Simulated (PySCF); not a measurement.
## Run report: C$_{5}$H$_{11}$NO$_{2}$Si, geometry relaxation

- system: C$_{5}$H$_{11}$NO$_{2}$Si, SMILES CC(=O)[SiH2]C(=O)N(C)C
- method: PBE0-D3(BJ)/def2-SVP geometry optimisation, gas phase (PySCF 2.14.0)

It belongs to a series of runs on one base structure; here: H on Si replaced by CONMe2.

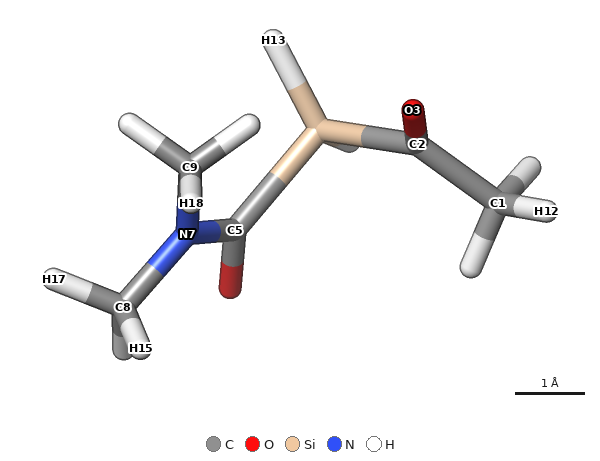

Fig. 1: The input geometry (stick view, seen at a tilt; atoms are numbered from 1 in the order of the input).

## Key numbers

- outcome: converged
- total energy: −690.885979 hartree
- dipole moment: 1.17 D
- point group: C1
- hardware: 1 CPU thread, shared host
- wall time: 2.5 min
- peak memory: 0.78 GiB

## The input
```
{"job": {"xc": "PBE0", "basis": "def2-SVP", "d3": "d3bj", "grid": 1, "shake": 0.01, "kind": "geom"}, "charge": 0, "multiplicity": 1}
C      3.098670    -0.184530     0.705440
C      1.884590     0.755800     0.695860
O      1.464670     1.299230     1.696340
Si     1.002370     1.008130    -0.981550
C     -0.379220    -0.377020    -1.064860
O     -0.199860    -1.256860    -1.878840
N     -1.446930    -0.354530    -0.251610
C     -2.459760    -1.364350    -0.396650
C     -1.723320     0.659630     0.761770
H      3.856040     0.273990     0.090030
H      2.782680    -1.112210     0.263530
H      3.461450    -0.314020     1.716410
H      0.359170     2.358980    -1.008790
H      1.869850     0.757100    -2.076970
H     -2.573400    -1.956800     0.532100
H     -2.180770    -2.017700    -1.196420
H     -3.436540    -0.899300    -0.626120
H     -2.082690     0.177430     1.662700
H     -2.499570     1.337750     0.400690
H     -0.848450     1.224670     0.987040
```

The first line tells a small driver script what to run in PySCF; the rest is the geometry in Å.

Command:
```bash
OMP_NUM_THREADS=1 python <driver script> task.json out
```

## What the program printed
```
step   0  E = -690.87827917  max force = 0.032971
step   1  E = -690.88556334  max force = 0.005546
step   2  E = -690.88585806  max force = 0.002323
step   3  E = -690.88587724  max force = 0.002601
step   4  E = -690.88596297  max force = 0.000838
step   5  E = -690.88595583  max force = 0.001040
step   6  E = -690.88597398  max force = 0.000461
step   7  E = -690.88597875  max force = 0.000393
optimisation converged
```

## Trajectory as extended XYZ (Å, eV, eV/Å), 5 of the 8 frames kept, from step=0 to step=7
```
20
Properties=species:S:1:pos:R:3:forces:R:3 step=0 energy=-18799.75555
C     3.0987   -0.1845    0.7054   -1.3096   1.2368   0.4075
C     1.8846    0.7558    0.6959    0.8027  -0.2127   0.4618
O     1.4647    1.2992    1.6963    0.0074  -0.1549  -0.1026
Si    1.0024    1.0081   -0.9816   -1.6954   0.1088   0.9062
C    -0.3792   -0.3770   -1.0649    0.7119   0.6273   0.1043
O    -0.1999   -1.2569   -1.8788    0.2828  -0.6795  -0.7562
N    -1.4469   -0.3545   -0.2516   -0.7684   0.4383   1.1222
C    -2.4598   -1.3643   -0.3967   -0.5118   0.3778   0.7074
C    -1.7233    0.6596    0.7618   -0.3422  -0.7915  -1.3518
H     3.8560    0.2740    0.0900    0.6656   0.1523  -0.5351
H     2.7827   -1.1122    0.2635   -0.0288  -0.9096  -0.4068
H     3.4615   -0.3140    1.7164    0.1771  -0.1502   0.5434
H     0.3592    2.3590   -1.0088    0.2003   0.0357  -0.0301
H     1.8699    0.7571   -2.0770    0.8624  -0.1819  -1.1421
H    -2.5734   -1.9568    0.5321    0.0334   0.0988  -0.0907
H    -2.1808   -2.0177   -1.1964    0.2609  -0.6062  -0.7477
H    -3.4365   -0.8993   -0.6261    0.0500  -0.0532   0.0208
H    -2.0827    0.1774    1.6627   -0.0917  -0.2379   0.5441
H    -2.4996    1.3377    0.4007   -0.3188   0.2930  -0.0225
H    -0.8485    1.2247    0.9870    1.0123   0.6088   0.3679
20
Properties=species:S:1:pos:R:3:forces:R:3 step=2 energy=-18799.96178
C     3.1794   -0.1303    0.7299   -0.0080  -0.0438  -0.0854
C     1.8965    0.6519    0.7234    0.0571  -0.0314   0.1195
O     1.3898    1.0491    1.7515   -0.0635   0.0725  -0.0434
Si    0.9625    0.9581   -0.9562    0.0486   0.0000  -0.0357
C    -0.4222   -0.3894   -1.0784    0.0189   0.0168   0.0569
O    -0.2285   -1.2725   -1.8993   -0.0602  -0.0233   0.0021
N    -1.5105   -0.3460   -0.2603   -0.0150   0.0173  -0.0575
C    -2.5502   -1.3336   -0.4165    0.0162  -0.0369  -0.0397
C    -1.7320    0.6839    0.7204    0.0263   0.0491   0.0229
H     3.9302    0.3551    0.0862    0.0066   0.0053  -0.0032
H     2.9897   -1.1255    0.2916    0.0320  -0.0002   0.0016
H     3.5613   -0.2360    1.7551   -0.0177   0.0116  -0.0046
H     0.4818    2.3731   -0.9517   -0.0292  -0.0186   0.0287
H     1.8487    0.7210   -2.1306   -0.0159   0.0070   0.0293
H    -2.6768   -1.9223    0.5079   -0.0029   0.0039  -0.0009
H    -2.2646   -2.0040   -1.2367    0.0027  -0.0059   0.0108
H    -3.5141   -0.8528   -0.6560    0.0048   0.0035   0.0062
H    -2.0625    0.2329    1.6703    0.0069  -0.0091  -0.0100
H    -2.5061    1.4037    0.3979    0.0033  -0.0134  -0.0047
H    -0.8038    1.2282    0.9449   -0.0110  -0.0043   0.0070
20
Properties=species:S:1:pos:R:3:forces:R:3 step=4 energy=-18799.96463
C     3.1986   -0.1183    0.7248   -0.0172  -0.0135   0.0125
C     1.9076    0.6512    0.7283    0.0109   0.0042  -0.0278
O     1.4036    1.0649    1.7508    0.0021   0.0105   0.0060
Si    0.9618    0.9434   -0.9476   -0.0236  -0.0110   0.0240
C    -0.4235   -0.4047   -1.0694   -0.0202  -0.0147  -0.0205
O    -0.2421   -1.2896   -1.8912    0.0275  -0.0194  -0.0157
N    -1.5176   -0.3504   -0.2616   -0.0274   0.0431   0.0209
C    -2.5630   -1.3324   -0.4234    0.0129   0.0176   0.0097
C    -1.7341    0.6812    0.7198   -0.0044  -0.0300   0.0046
H     3.9355    0.3776    0.0730    0.0102   0.0138  -0.0012
H     3.0265   -1.1189    0.2933   -0.0065  -0.0001  -0.0070
H     3.5910   -0.2114    1.7469    0.0053   0.0025   0.0072
H     0.4561    2.3497   -0.9301    0.0006  -0.0115   0.0047
H     1.8426    0.7191   -2.1246    0.0131   0.0001  -0.0201
H    -2.7035   -1.9142    0.5032    0.0020   0.0044   0.0022
H    -2.2739   -2.0096   -1.2356    0.0065  -0.0091  -0.0139
H    -3.5207   -0.8446   -0.6732    0.0031  -0.0049  -0.0041
H    -2.0732    0.2296    1.6656   -0.0094  -0.0018   0.0121
H    -2.5004    1.4069    0.3932    0.0013   0.0034   0.0026
H    -0.8027    1.2152    0.9511    0.0135   0.0164   0.0037
20
Properties=species:S:1:pos:R:3:forces:R:3 step=5 energy=-18799.96444
C     3.1992   -0.1138    0.7248    0.0108  -0.0146  -0.0225
C     1.9102    0.6580    0.7216    0.0222  -0.0090   0.0215
O     1.4111    1.0792    1.7436   -0.0322   0.0291  -0.0059
Si    0.9599    0.9393   -0.9532    0.0024  -0.0199   0.0071
C    -0.4263   -0.4076   -1.0682    0.0314   0.0197   0.0094
O    -0.2432   -1.2942   -1.8886   -0.0198   0.0053   0.0181
N    -1.5194   -0.3491   -0.2583    0.0103  -0.0146  -0.0535
C    -2.5631   -1.3311   -0.4264   -0.0139  -0.0047   0.0175
C    -1.7339    0.6773    0.7290    0.0108  -0.0130   0.0089
H     3.9381    0.3785    0.0717    0.0012  -0.0037   0.0059
H     3.0248   -1.1163    0.2982    0.0064   0.0041  -0.0044
H     3.5905   -0.2015    1.7484   -0.0066   0.0031  -0.0073
H     0.4539    2.3440   -0.9390   -0.0082   0.0122   0.0036
H     1.8389    0.7109   -2.1329   -0.0032   0.0045   0.0050
H    -2.7050   -1.9159    0.4981   -0.0040  -0.0030   0.0025
H    -2.2705   -2.0054   -1.2408   -0.0018   0.0046   0.0102
H    -3.5206   -0.8441   -0.6774   -0.0040  -0.0005  -0.0021
H    -2.0753    0.2205    1.6723    0.0015   0.0033  -0.0059
H    -2.4988    1.4060    0.4063   -0.0020   0.0029   0.0017
H    -0.8019    1.2104    0.9644   -0.0013  -0.0058  -0.0097
20
Properties=species:S:1:pos:R:3:forces:R:3 step=7 energy=-18799.96506
C     3.2025   -0.1073    0.7228   -0.0014  -0.0015  -0.0001
C     1.9120    0.6624    0.7202    0.0009  -0.0029   0.0000
O     1.4125    1.0898    1.7396    0.0016   0.0074  -0.0025
Si    0.9574    0.9364   -0.9533   -0.0038  -0.0039   0.0025
C    -0.4262   -0.4133   -1.0684   -0.0051  -0.0202  -0.0052
O    -0.2464   -1.3012   -1.8879    0.0108   0.0072   0.0010
N    -1.5202   -0.3532   -0.2604   -0.0129   0.0164   0.0017
C    -2.5676   -1.3323   -0.4236    0.0050  -0.0015   0.0011
C    -1.7295    0.6725    0.7286    0.0033  -0.0081   0.0058
H     3.9401    0.3872    0.0700    0.0015   0.0015   0.0023
H     3.0313   -1.1100    0.2957    0.0005   0.0017  -0.0041
H     3.5943   -0.1935    1.7460   -0.0016  -0.0007  -0.0004
H     0.4439    2.3392   -0.9367    0.0006  -0.0017  -0.0024
H     1.8357    0.7127   -2.1340   -0.0002   0.0020  -0.0016
H    -2.7110   -1.9134    0.5031    0.0007   0.0014   0.0013
H    -2.2781   -2.0104   -1.2355   -0.0006  -0.0015   0.0015
H    -3.5239   -0.8430   -0.6757    0.0007  -0.0007  -0.0014
H    -2.0701    0.2159    1.6721    0.0011   0.0012   0.0009
H    -2.4929    1.4043    0.4091   -0.0001   0.0006   0.0005
H    -0.7953    1.2022    0.9618   -0.0010   0.0031  -0.0009
```

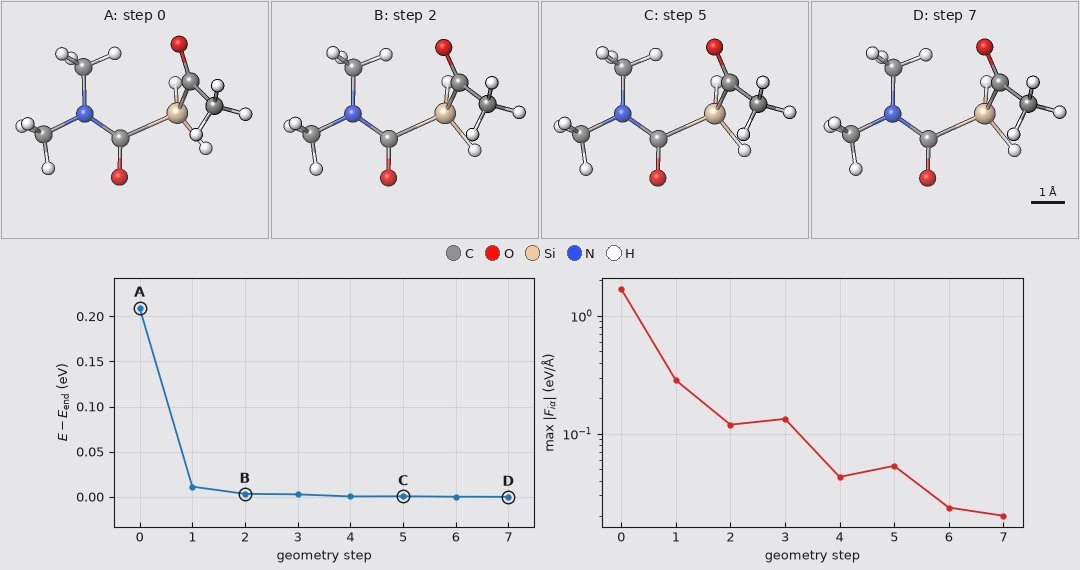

Fig. 2: Frames of the relaxation (ball-and-stick view, seen at a tilt) above the curves, on which the letters mark them (steps are counted from 0).

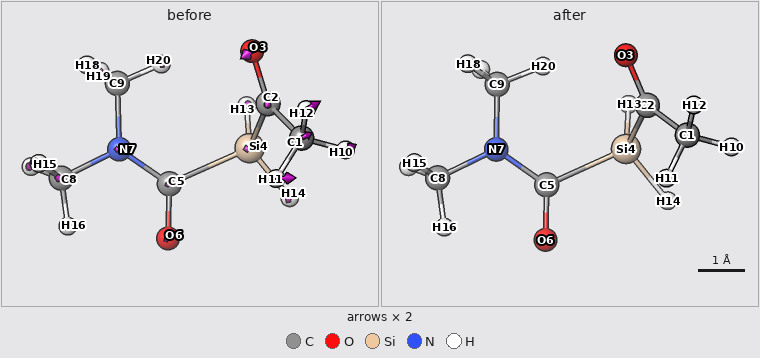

Fig. 3: Before (left) and after (right) the relaxation, at one scale (ball-and-stick view, seen at a tilt). The pink arrows give the displacements, magnified 2 times. H11 moves most after the best rigid fit: 0.26 Å. Largest moves by element: H 0.26 Å, O 0.21 Å, C 0.14 Å, Si 0.09 Å, N 0.07 Å. Distances before and after: Si4–H14 1.420 → 1.488 Å, C2–Si4 1.912 → 1.946 Å, C1–C2 1.536 → 1.503 Å, C8–H16 1.070 → 1.097 Å. Among the angles that change: C5–Si4–H13 109.5° → 114.2°, H13–Si4–H14 114.1° → 110.7°, H10–C1–H11 109.8° → 106.4°. Over 7 geometry steps the energy falls by 0.210 eV. The largest force component goes from 1.7 to 0.02 eV/Å. (Atoms are counted from 1 in the order of the input.)
